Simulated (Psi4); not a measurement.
**A workflow on H2O+ (SMILES [OH2+])**

Wanted: a geometry optimisation (UB3LYP/6-31+G*), then vibrational wavenumbers, then a single-point energy (UCCSD(T)/def2-TZVP), then the vertical excitations (TD-B3LYP/6-31+G*) of H2O+. 

The results are computed with Psi4 1.11.

## 1. The molecule

H2O+: 3 atoms, total charge +1, spin state doublet. SMILES: `[OH2+]`. The shape is that of a GFN2-xTB optimisation. The run starts from this shape.

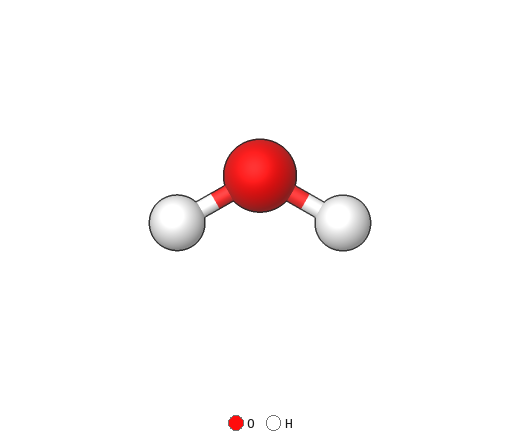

Viewed from a chosen angle; oxygen red, hydrogen white.

## 2. A geometry optimisation at UB3LYP/6-31+G(d) (density fitting, Cartesian functions) (run 1)

calc.in

```
memory 1.6 GB

molecule m {
  1 2
  O     -0.257730     0.170410    -0.119700
  H      0.490020     0.658280     0.340630
  H     -0.232290    -0.828700    -0.220940
  symmetry c1
}

set reference uks
set geom_maxiter 60

E, wfn = optimize("b3lyp/6-31+G*", return_wfn=True)
```

On the command line:

```console
$ psi4 -n 1 calc.in calc.out
```

calc.out:

```text
[...]
  Running in c1 symmetry.
[...]
  Nuclear repulsion =    8.731733477257922
[...]
  Multiplicity = 2
[...]
  Nalpha       = 5
  Nbeta        = 4
[...]
    Number of basis functions: 23
[...]
   @DF-UKS iter   1:   -75.94419681558826    1.23655e-01   7.19064e-03 DIIS/ADIIS
[...]
   @DF-UKS iter   6:   -75.95944993251146   -8.52651e-14   9.93098e-10 DIIS
[...]
   @S^2 Observed:                7.527545996E-01
[...]
    Orbital Energies [Eh]
    ---------------------
    Alpha Occupied:
       1A    -19.715746     2A     -1.510770     3A     -0.993640
       4A     -0.870923     5A     -0.853318
    Alpha Virtual:
       6A     -0.301498     7A     -0.219137     8A     -0.106396
       9A     -0.091608    10A     -0.063475    11A     -0.060825
      12A      0.549900    13A      0.598031    14A      0.675532
      15A      0.751192    16A      0.756485    17A      0.855941
      18A      1.229429    19A      1.269672    20A      1.274992
      21A      1.763669    22A      2.116188    23A      3.194413
[...]
  @DF-UKS Final Energy:   -75.95944993251146
   => Energetics <=
    Nuclear Repulsion Energy =              8.6832985657528798
    One-Electron Energy =                -117.2402451977756357
    Two-Electron Energy =                  39.8053804320082563
    DFT Exchange-Correlation Energy =      -7.2078837324969731
    Empirical Dispersion Energy =           0.0000000000000000
    VV10 Nonlocal Energy =                  0.0000000000000000
    Total Energy =                        -75.9594499325114754
[...]
 Multipole Moments:
 ------------------------------------------------------------------------------------
     Multipole            Electronic (a.u.)      Nuclear  (a.u.)        Total (a.u.)
 ------------------------------------------------------------------------------------
 L = 1.  Multiply by 2.5417464519 to convert [e a0] to [Debye]
 Dipole X            :          0.0340189            0.8287829            0.8628018
 Dipole Y            :         -0.0205414           -0.5004390           -0.5209804
 Dipole Z            :         -0.0000000           -0.0000000           -0.0000000
 Magnitude           :                                                    1.0078926
[...]
  -Total Gradient:
     Atom            X                  Y                   Z
    ------   -----------------  -----------------  -----------------
       1        0.000143866980    -0.000086785464     0.000000000000
       2       -0.000070221074     0.000054054973    -0.000000000000
       3       -0.000080528361     0.000036886302     0.000000000000
[...]
    Final optimized geometry and variables:
    Molecular point group: c1
    Full point group: Cs
    Geometry (in Angstrom), charge = 1, multiplicity = 2:
    O           -0.055722058843     0.033646314567     0.000000000000
    H            0.870443651668     0.442265663136    -0.000000000000
    H            0.013905858537    -0.976257091762     0.000000000000
    Psi4 run time: 0:00:08.10
[...]
```

On the terminal:

```text
Optimizer: Optimization complete!
```

Wall time 9.9 s (1 thread of Intel Xeon Platinum 8375C at 2.90GHz (Ice Lake), shared host); peak memory 0.27 GiB.

The path in brief:

```
step  energy from the first frame kept (eV)  largest force (eV/Å)
   0                                 0.0000                1.2789
   1                                -0.0600                0.4121
   2                                -0.0645                0.0341
   3                                -0.0646                0.0086
```

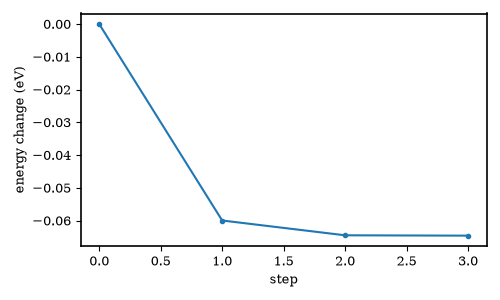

Energy along the run.

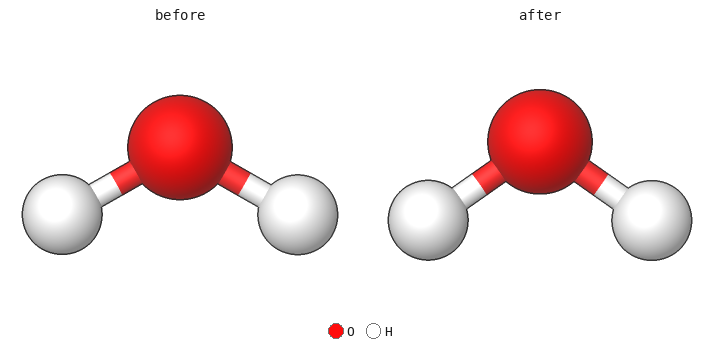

Before and after, at one scale.

After the run. Bond lengths: O1–H2 1.012 Å, O1–H3 1.012 Å. Angles: H2–O1–H3 109.9°.

## 3. Vibrational wavenumbers at UB3LYP/6-31+G(d) (density fitting, Cartesian functions) (run 2)

h2o.xyz

```xyz
3
H2O
O     -0.265095     0.175277    -0.123121
H      0.530090     0.581818     0.353489
H     -0.155469    -0.829489    -0.179507
```

h2o.py

```python
import psi4

psi4.set_memory('1600 MB')
psi4.set_num_threads(1)
psi4.set_output_file('run.log', False)

with open('h2o.xyz') as f:
    atoms = ''.join(f.readlines()[2:])
molecule = psi4.geometry('1 2\n' + atoms + '')

psi4.set_options(dict(basis='6-31+G*', reference='uks', t=298.15, rotational_symmetry_number=2))

e = psi4.frequencies('b3lyp')
print(f'b3lyp energy: {e:.10f} Eh')
for k in ('ZPVE', 'ENTHALPY', 'GIBBS FREE ENERGY'):
    print(f'{k}: {psi4.variable(k):.8f} Eh')
```

On the command line:

```console
$ python h2o.py
```

run.log:

```text
[...]
  Running in cs symmetry.
[...]
  Nuclear repulsion =    8.675269955395962
[...]
  Multiplicity = 2
[...]
  Nalpha       = 5
  Nbeta        = 4
[...]
    Number of basis functions: 23
[...]
   @DF-UKS iter   1:   -75.94597785767397    1.18652e-01   8.83768e-03 ADIIS/DIIS
[...]
  Running in c1 symmetry.
[...]
   @DF-UKS iter   9:   -75.95944993227806   -9.23706e-13   5.24689e-09 DIIS
[...]
   @S^2 Observed:                7.527546079E-01
[...]
    Orbital Energies [Eh]
    ---------------------
    Alpha Occupied:
       1A    -19.715746     2A     -1.510769     3A     -0.993639
       4A     -0.870922     5A     -0.853317
    Alpha Virtual:
       6A     -0.301498     7A     -0.219138     8A     -0.106396
       9A     -0.091608    10A     -0.063476    11A     -0.060825
      12A      0.549900    13A      0.598029    14A      0.675532
      15A      0.751192    16A      0.756486    17A      0.855941
      18A      1.229429    19A      1.269673    20A      1.274993
      21A      1.763669    22A      2.116185    23A      3.194413
[...]
  @DF-UKS Final Energy:   -75.95944993227806
   => Energetics <=
    Nuclear Repulsion Energy =              8.6832873162843534
    One-Electron Energy =                -117.2402283904779665
    Two-Electron Energy =                  39.8053741731387092
    DFT Exchange-Correlation Energy =      -7.2078830312231572
    Empirical Dispersion Energy =           0.0000000000000000
    VV10 Nonlocal Energy =                  0.0000000000000000
    Total Energy =                        -75.9594499322780621
[...]
 Multipole Moments:
 ------------------------------------------------------------------------------------
     Multipole            Electronic (a.u.)      Nuclear  (a.u.)        Total (a.u.)
 ------------------------------------------------------------------------------------
 L = 1.  Multiply by 2.5417464519 to convert [e a0] to [Debye]
 Dipole X            :          0.0340193            0.8287819            0.8628012
 Dipole Y            :         -0.0205417           -0.5004385           -0.5209802
 Dipole Z            :          0.0000000            0.0000000            0.0000000
 Magnitude           :                                                    1.0078920
[...]
  -Total Gradient:
     Atom            X                  Y                   Z
    ------   -----------------  -----------------  -----------------
       1        0.000143264904    -0.000086473481    -0.000000000064
       2       -0.000069395995     0.000054736693    -0.000000024712
       3       -0.000080751187     0.000035892482     0.000000024776
[...]
  ==> Harmonic Vibrational Analysis <==
[...]
  Freq [cm^-1]                1482.4213           3284.7637           3345.3013
[...]
  IR activ [km/mol]            182.8368            135.5874            454.3749
[...]
  Total E_0, Enthalpy at 0 [K]                                                          -75.94096833 [Eh]
[...]
  Total H, Enthalpy at  298.15 [K]                                                      -75.93718630 [Eh]
[...]
  Total G, Gibbs energy at  298.15 [K]                                                  -75.95938715 [Eh]
[...]
```

Standard output:

```text
b3lyp energy: -75.9594499324 Eh
ZPVE: 0.01848160 Eh
ENTHALPY: -75.93718630 Eh
GIBBS FREE ENERGY: -75.95938715 Eh
```

Run time: 28 s. Hardware: 1 thread of Intel Xeon Platinum 8375C at 2.90GHz (Ice Lake), shared host; peak memory 0.26 GiB.

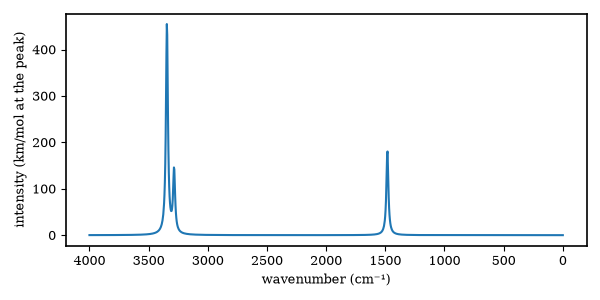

Harmonic infrared spectrum, unscaled, lines broadened by 10 cm⁻¹.

## 4. A single-point energy at UCCSD(T)/def2-TZVP (run 3)

h2o.xyz is that of step 3.

job.py

```python
import psi4

psi4.set_memory(1600000000)
psi4.set_num_threads(1)
psi4.set_output_file('h2o.out', False)

with open('h2o.xyz') as f:
    atoms = ''.join(f.readlines()[2:])
geom = psi4.geometry('1 2\n' + atoms + '')

options = {'basis': 'def2-TZVP', 'reference': 'uhf', 'scf_type': 'pk', 'num_frozen_docc': 1}
psi4.set_options(options)

result, w = psi4.energy('ccsd(t)', molecule=geom, return_wfn=True)
print(f'total energy {result:.8f} hartree = {result * 27.211386:.5f} eV')
```

On the command line:

```console
$ python job.py
```

h2o.out:

```text
[...]
  Running in cs symmetry.
[...]
  Nuclear repulsion =    8.683302298038056
[...]
  Multiplicity = 2
[...]
  Nalpha       = 5
  Nbeta        = 4
[...]
    Number of basis functions: 43
[...]
   @UHF iter   1:   -75.61637522147781   -1.84847e-01   8.17153e-03 ADIIS/DIIS
[...]
   @UHF iter  12:   -75.65796920239396   -3.41061e-13   3.47261e-09 DIIS
[...]
   @S^2 Observed:                7.581186811E-01
[...]
    Orbital Energies [Eh]
    ---------------------
    Alpha Occupied:
       1Ap   -21.121305     2Ap    -1.873862     3Ap    -1.186487
       1App   -1.117687     4Ap    -1.067715
    Alpha Virtual:
       5Ap    -0.170504     6Ap    -0.090385     7Ap     0.185387
       8Ap     0.204426     2App    0.206774     9Ap     0.248809
      10Ap     0.394785    11Ap     0.402601     3App    0.970718
      12Ap     1.024541     4App    1.102704    13Ap     1.405419
      14Ap     1.427009    15Ap     1.574244     5App    1.842249
      16Ap     1.909553     6App    1.934522    17Ap     2.188512
      18Ap     2.304150    19Ap     2.413678    20Ap     2.438008
[...]
  @UHF Final Energy:   -75.65796920239396
   => Energetics <=
    Nuclear Repulsion Energy =              8.6833022980380559
    One-Electron Energy =                -117.3612789101694602
    Two-Electron Energy =                  33.0200074097374525
    Total Energy =                        -75.6579692023939572
  UHF NO Occupations:
  HONO-2 :    3 Ap 1.9989055
  HONO-1 :    4 Ap 1.9975611
[...]
 Multipole Moments:
 ------------------------------------------------------------------------------------
     Multipole            Electronic (a.u.)      Nuclear  (a.u.)        Total (a.u.)
 ------------------------------------------------------------------------------------
 L = 1.  Multiply by 2.5417464519 to convert [e a0] to [Debye]
 Dipole X            :          0.0318210            0.8287819            0.8606029
 Dipole Y            :         -0.0192143           -0.5004385           -0.5196528
 Dipole Z            :          0.0000000            0.0000000            0.0000000
 Magnitude           :                                                    1.0053240
[...]
      * MP2 total energy                      =  -75.851024727695645
[...]
      * CCSD total energy                     =  -75.867377627706475
[...]
      * CCSD(T) total energy                     =  -75.871907168590226
```

The script printed:

```text
total energy -75.87190717 hartree = -2064.57975 eV
```

It took 4.2 s on 1 thread of Intel Xeon Platinum 8375C at 2.90GHz (Ice Lake), shared host; peak memory 0.21 GiB.

## 5. The vertical excitations at TD-B3LYP/6-31+G(d) (density fitting, Cartesian functions, save jk yes) (run 4)

calc.py

```python
import psi4

psi4.set_memory(1600000000)
psi4.set_num_threads(1)
psi4.set_output_file('run.log', False)

geom = psi4.geometry("""
1 2
O     -0.50095695     0.33122553    -0.23266497
H      1.00172492     1.09947667     0.66799740
H     -0.29379383    -1.56750703    -0.33921907
units au
""")

psi4.set_options(dict(basis='6-31+G*', reference='uks', save_jk=True))

from psi4.driver.procrouting.response.scf_response import tdscf_excitations
e_tot, wfn = psi4.energy("b3lyp", return_wfn=True)
states = tdscf_excitations(wfn, states=6, tda=False)
for k, s in enumerate(states, 1):
    print(f"root {k}: {s['EXCITATION ENERGY'] * 27.211386:.4f} eV  f = {s['OSCILLATOR STRENGTH (LEN)']:.4f}  {s['SYMMETRY']}")
print('E =', round(e_tot, 9))
for k, v in sorted(psi4.core.scalar_variables().items()):
    print(f'{k:45s} {v:18.10f}')
```

On the command line:

```console
$ python calc.py
```

run.log:

```text
[...]
  Running in cs symmetry.
[...]
  Nuclear repulsion =    8.683302302675914
[...]
  Multiplicity = 2
[...]
  Nalpha       = 5
  Nbeta        = 4
[...]
    Number of basis functions: 23
[...]
   @DF-UKS iter   1:   -75.94599902970864    1.19411e-01   8.83924e-03 DIIS/ADIIS
[...]
   @DF-UKS iter   7:   -75.95944993221245   -2.37531e-08   5.51908e-07 DIIS
[...]
   @S^2 Observed:                7.527545782E-01
[...]
    Orbital Energies [Eh]
    ---------------------
    Alpha Occupied:
       1Ap   -19.715746     2Ap    -1.510770     3Ap    -0.993640
       1App   -0.870922     4Ap    -0.853317
    Alpha Virtual:
       5Ap    -0.301498     6Ap    -0.219137     2App   -0.106395
       7Ap    -0.091607     8Ap    -0.063475     9Ap    -0.060825
      10Ap     0.549900    11Ap     0.598031     3App    0.675532
      12Ap     0.751192    13Ap     0.756485    14Ap     0.855941
       4App    1.229429    15Ap     1.269672     5App    1.274993
      16Ap     1.763670    17Ap     2.116189    18Ap     3.194414
[...]
  @DF-UKS Final Energy:   -75.95944993221245
   => Energetics <=
    Nuclear Repulsion Energy =              8.6833023026759140
    One-Electron Energy =                -117.2402709693417933
    Two-Electron Energy =                  39.8054045844659257
    DFT Exchange-Correlation Energy =      -7.2078858500124925
    Empirical Dispersion Energy =           0.0000000000000000
    VV10 Nonlocal Energy =                  0.0000000000000000
    Total Energy =                        -75.9594499322124506
[...]
 Multipole Moments:
 ------------------------------------------------------------------------------------
     Multipole            Electronic (a.u.)      Nuclear  (a.u.)        Total (a.u.)
 ------------------------------------------------------------------------------------
 L = 1.  Multiply by 2.5417464519 to convert [e a0] to [Debye]
 Dipole X            :          0.0340184            0.8287819            0.8628003
 Dipole Y            :         -0.0205411           -0.5004385           -0.5209797
 Dipole Z            :          0.0000000            0.0000000            0.0000000
 Magnitude           :                                                    1.0078910
[...]
**********                               WARNING                                **********
**********       The names of excited state variables changed between 1.5       **********
[...]
**********                               WARNING                                **********
**********  Length-gauge rotatory strengths are **NOT** gauge-origin invariant  **********
[...]
                                    Excitation Energy         Total Energy        Oscillator Strength             Rotatory Strength
[...]
Excited State    1 (1 Ap):   0.08002 au   569.37 nm f = 0.0008
[...]
Excited State    3 (1 App):   0.43847 au   103.91 nm f = 0.0033
[...]
Excited State    4 (1 Ap):   0.48625 au   93.70 nm f = 0.0163
[...]
Excited State    5 (1 App):   0.48915 au   93.15 nm f = 0.0808
[...]
Excited State    6 (1 App):   0.50171 au   90.82 nm f = 0.0038
[...]
**********                               WARNING                                **********
**********       The names of excited state variables changed between 1.5       **********
[...]
```

The script printed:

```text
root 1: 2.1776 eV  f = 0.0008  App
root 2: 6.3695 eV  f = 0.0000  App
root 3: 11.9313 eV  f = 0.0033  Ap
root 4: 13.2315 eV  f = 0.0163  App
root 5: 13.3105 eV  f = 0.0808  Ap
root 6: 13.6522 eV  f = 0.0038  Ap
E = -75.959449932
CURRENT ENERGY                                    -75.9594499322
CURRENT REFERENCE ENERGY                          -75.9594499322
DD SOLVATION ENERGY                                 0.0000000000
DFT FUNCTIONAL TOTAL ENERGY                       -75.9594499322
DFT TOTAL ENERGY                                  -75.9594499322
DFT VV10 ENERGY                                     0.0000000000
DFT XC ENERGY                                      -7.2078858500
GRID ELECTRONS ALPHA                                5.0000000718
GRID ELECTRONS BETA                                 3.9999999731
GRID ELECTRONS TOTAL                                9.0000000449
NUCLEAR REPULSION ENERGY                            8.6833023027
ONE-ELECTRON ENERGY                              -117.2402709693
PCM POLARIZATION ENERGY                             0.0000000000
PE ENERGY                                           0.0000000000
SCF ITERATION ENERGY                              -75.9594499322
SCF ITERATIONS                                      7.0000000000
SCF TOTAL ENERGY                                  -75.9594499322
TWO-ELECTRON ENERGY                                39.8054045845
XC GRID RADIAL POINTS                              75.0000000000
XC GRID SPHERICAL POINTS                          302.0000000000
XC GRID TOTAL POINTS                            66563.0000000000
```

It took 15 s on 1 thread of Intel Xeon Platinum 8375C at 2.90GHz (Ice Lake), shared host; peak memory 0.24 GiB.

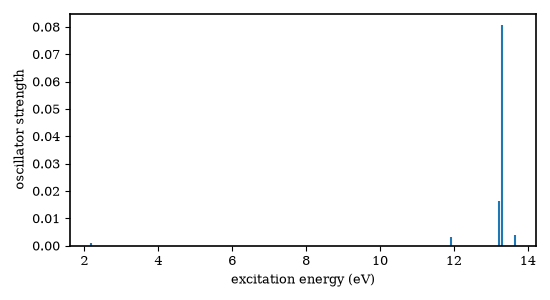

Vertical excitations as sticks.

The roots found:

```
excited state  energy (eV)  strength  label
            1        2.178    0.0008   Ap 1
            2        6.370    0.0000   Ap 1
            3       11.931    0.0033  App 1
            4       13.231    0.0163   Ap 1
            5       13.311    0.0809  App 1
            6       13.652    0.0037  App 1
```

## 6. Results

```
                                                                              quantity             value
                                        run 1, UB3LYP/6-31+G*: total energy at the end      -75.95945 Eh
                             run 1, UB3LYP/6-31+G*: HOMO energy (highest over α and β)         -22.39 eV
                              run 1, UB3LYP/6-31+G*: LUMO energy (lowest over α and β)         -16.50 eV
                                                           run 1, UB3LYP/6-31+G*: ⟨S²⟩             0.753
                                     run 2, UB3LYP/6-31+G*: lowest harmonic wavenumber         1482 cm⁻¹
                                    run 2, UB3LYP/6-31+G*: highest harmonic wavenumber         3345 cm⁻¹
                                              run 2, UB3LYP/6-31+G*: zero-point energy       48.5 kJ/mol
      run 2, UB3LYP/6-31+G*: ideal-gas entropy at 298.15 K (symmetry number 2 as used)  46.7 cal/(mol K)
                                               run 3, UCCSD(T)/def2-TZVP: total energy      -75.87191 Eh
 run 3, UCCSD(T)/def2-TZVP: HOMO energy (Hartree–Fock orbitals) (highest over α and β)         -27.68 eV
  run 3, UCCSD(T)/def2-TZVP: LUMO energy (Hartree–Fock orbitals) (lowest over α and β)          -8.37 eV
                 run 3, UCCSD(T)/def2-TZVP: correlation energy (1 core orbital frozen)        -213.9 mEh
                                             run 3, UCCSD(T)/def2-TZVP: (T) correction         -4.53 mEh
                          run 3, UCCSD(T)/def2-TZVP: ⟨S²⟩ of the reference determinant             0.758
                                              run 3, UCCSD(T)/def2-TZVP: T1 diagnostic             0.011
                            run 4, TD-B3LYP/6-31+G*: ground-state or mean-field energy      -75.95945 Eh
run 4, TD-B3LYP/6-31+G*: HOMO energy (B3LYP Kohn–Sham orbitals) (highest over α and β)         -22.39 eV
 run 4, TD-B3LYP/6-31+G*: LUMO energy (B3LYP Kohn–Sham orbitals) (lowest over α and β)         -16.50 eV
                            run 4, TD-B3LYP/6-31+G*: ⟨S²⟩ of the reference determinant             0.753
                                     run 4, TD-B3LYP/6-31+G*: lowest excitation energy           2.18 eV
```

What this shows: The optimisation (run 1, UB3LYP/6-31+G*) took 4 steps and changed the energy by -0.065 eV. All 3 modes (run 2, UB3LYP/6-31+G*) are real, so the shape is a minimum at this level. The triples (run 3, UCCSD(T)/def2-TZVP) make up 2.1 % of the correlation energy. The brightest of the 6 transitions from the ground state lies at 13.31 eV (93 nm, f = 0.081); the lowest, at 2.18 eV, has f = 0.001.
